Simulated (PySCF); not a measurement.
**H10Si4, SMILES `[SiH3][SiH2][SiH2][SiH3]`: what the electrons do**

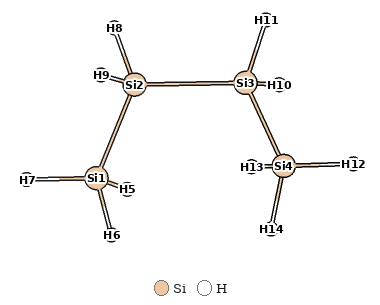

The molecule, with its atoms numbered as below. No frequency check shows the geometry to be a minimum.

Geometry (Å), atoms numbered from 1:

```
Si1      2.3606    0.8880   -0.1836
Si2      1.0860   -0.9454    0.4183
Si3     -1.0844   -0.9450   -0.4183
Si4     -2.3619    0.8865    0.1839
H5       2.4905    0.9989   -1.6390
H6       1.7324    2.1319    0.2712
H7       3.7236    0.8939    0.3514
H8       1.7931   -2.1850    0.0559
H9       1.0173   -1.0263    1.8883
H10     -1.0159   -1.0248   -1.8884
H11     -1.7900   -2.1862   -0.0584
H12     -3.7379    0.8686   -0.3163
H13     -2.4569    1.0219    1.6402
H14     -1.7610    2.1292   -0.3091
```

Part 1: Bonding charge

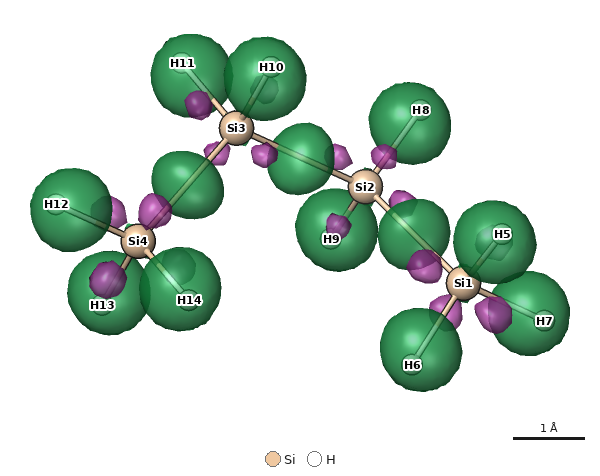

Deformation density (molecule less spherical, spin-averaged free atoms at the same positions), surfaces at ±0.1 e/Å³; green: gain, purple: loss.

PySCF calculation, PBE/def2-TZVP, gas phase; geometry: GFN2-xTB.

Q: Describe the bonding that the map shows.

A: The five largest and four smallest: Si1–Si2 and Si3–Si4: +0.23 e/Å³ at the bond critical point (bond length 2.31 Å, Mayer order 1.0). Si2–Si3: +0.22 e/Å³ at the bond critical point (bond length 2.33 Å, Mayer order 1.0). Si1–H7: +0.21 e/Å³ at the bond critical point (bond length 1.46 Å, Mayer order 0.9). Si4–H12: +0.21 e/Å³ at the bond critical point (bond length 1.46 Å, Mayer order 0.9). Si1–H5: +0.20 e/Å³ at the bond critical point (bond length 1.47 Å, Mayer order 0.9). Si4–H14: +0.20 e/Å³ at the bond critical point (bond length 1.47 Å, Mayer order 0.9). Si1–H6: +0.20 e/Å³ at the bond critical point (bond length 1.47 Å, Mayer order 0.9). Si2–H8 and Si3–H11: +0.20 e/Å³ at the bond critical point (bond length 1.47 Å, Mayer order 0.9). Si2–H9 and Si3–H10: +0.20 e/Å³ at the bond critical point (bond length 1.47 Å, Mayer order 0.9). In all, 3.1 electrons gather in the regions of gain relative to the promolecule.

Q: Where do the Hirshfeld charges lie?

A: The highest Hirshfeld charge is on Si1 and Si4 (+0.20 e), the lowest on H5 (−0.07 e).

Part 2: Bond critical points

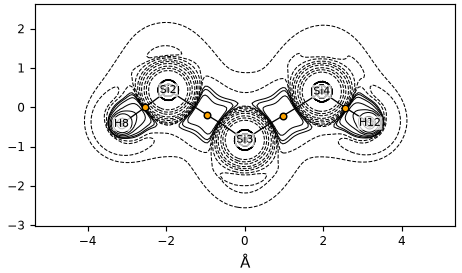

Negative Laplacian of the density (−∇²ρ) in the plane of Si2, Si3, Si4, H8 and H12 (solid lines positive, dashed lines negative, contours at ±0.02 to ±8 a.u.), with bond paths and bond critical points (dots).

Q: Sort the bonds in the plane by the sign of ∇²ρ at their critical points.

A: Concentrated (∇²ρ < 0): Si3–Si4 (−0.16 a.u.); Si2–Si3 (−0.15 a.u.). Depleted (∇²ρ > 0): Si4–H12 (+0.18 a.u., H = −0.075); Si2–H8 (+0.17 a.u., H = −0.073). A positive Laplacian with clearly negative H marks a strongly polar covalent bond, whose critical point lies close to the core of the less electronegative atom.

Part 3: Electrostatic potential

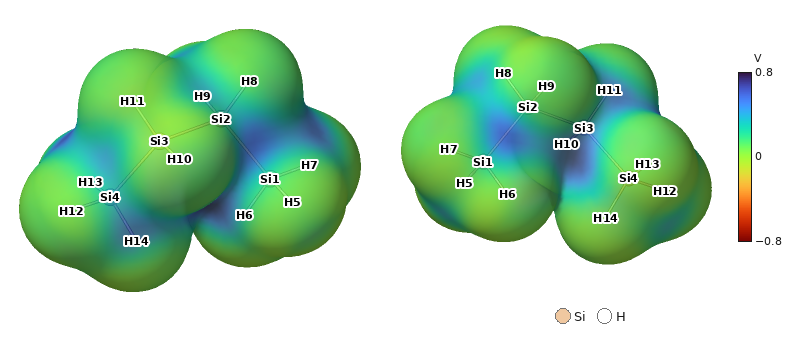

Electrostatic potential on the surface of electron density 0.001 a.u. (back view left, front view right).

Q: Where are the extremes of the potential on the surface?

A: Highest: 0.73 V, near H6 (2.33 Å), H13 (2.38 Å), Si2 (2.41 Å), Si4 (2.41 Å), H14 (2.42 Å) and H9 (2.47 Å). Further maxima include 0.60 V, near H5 (2.05 Å), Si1 (2.15 Å) and H7 (2.18 Å), and at like points elsewhere; 0.59 V, near H6 (2.09 Å), Si1 (2.15 Å) and H7 (2.18 Å). Lowest: −0.02 V, 1.5 Å from H6, and at like points elsewhere. Further minima include −0.01 V, 1.6 Å from H13; 0.00 V, 1.5 Å from H5. The surface is sampled at points, so like sites can differ by a few per cent and only the strongest of them is named.

Part 4: In an electric field

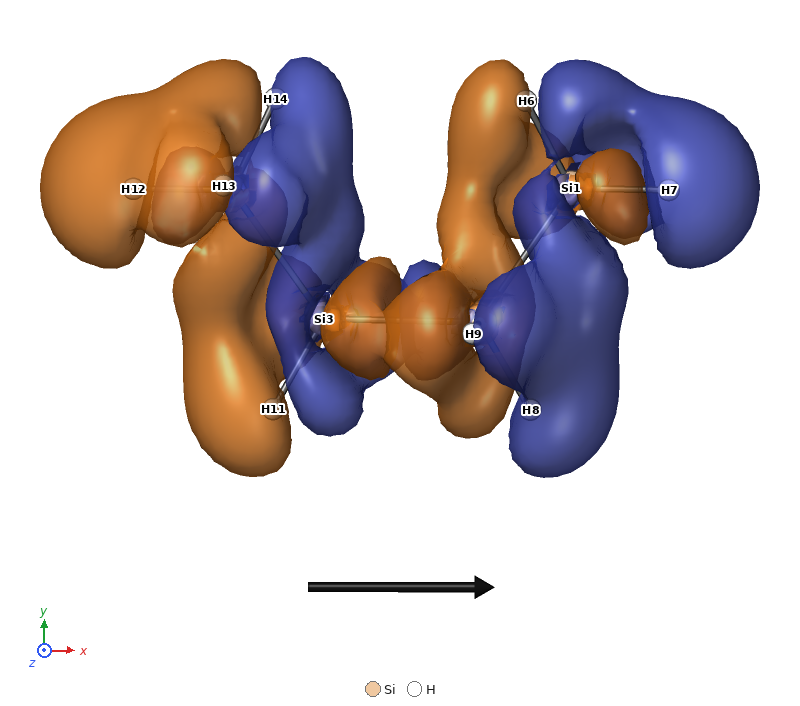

Change of the electron density in a uniform field of 0.21 V/Å along +x (arrow), surfaces at ±0.001 e/Å³ (orange: gain, blue: loss).

PySCF calculation, PBE/def2-TZVP, gas phase; geometry: GFN2-xTB. A basis without diffuse functions makes polarisabilities too small.

Q: How large is the response?

A: The induced dipole is 1.50 D (along the field); α along this axis, from the fields in both directions, is 147 bohr³ (21.8 Å³).

Q: Which atoms gain and lose the most charge?

A: Electrons gather most on H12 (Hirshfeld charge changes by −0.014 e) and leave H7 most (+0.014 e); 0.102 electrons are displaced in all.

Part 5: Removing or adding an electron

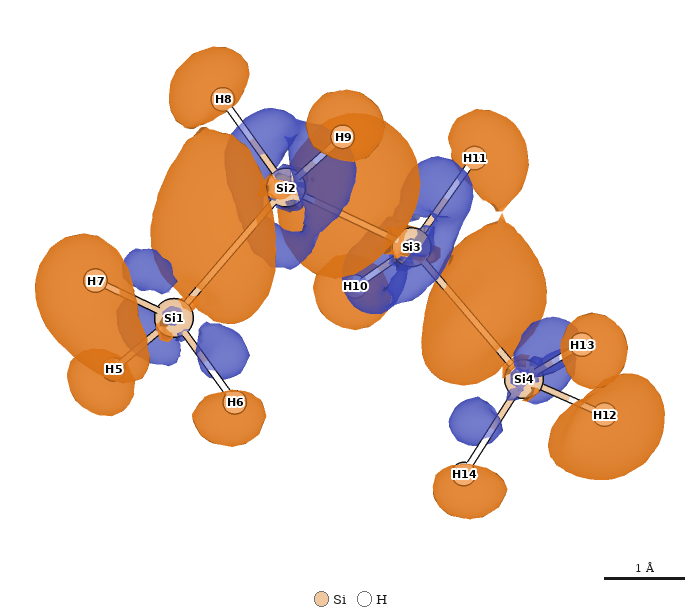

Fukui function f⁻ = ρ(N) − ρ(N−1) at fixed geometry, surfaces at ±0.015 e/Å³ (orange positive, blue negative).

Level of theory: PBE/def2-TZVP (PySCF), at a geometry from GFN2-xTB.

Q: On which atoms does the density change most on removal of an electron?

A: f⁻ (Hirshfeld-condensed) is largest on Si2 and Si3 (0.15 each) and Si1 and Si4 (0.12 each); the vertical ionisation energy is 9.62 eV (the stability of the cation's solution wasn't checked). Condensed values hint at sites of electrophilic attack but needn't mark the atom that reacts. Shares this close don't rank the sites. Orbital relaxation makes it negative in places (0.18 e in all).

The PySCF runs shown took 27 s, 63 s and 120 s on 1 thread of Intel(R) Xeon(R) Platinum 8488C (Sapphire Rapids) (shared host).
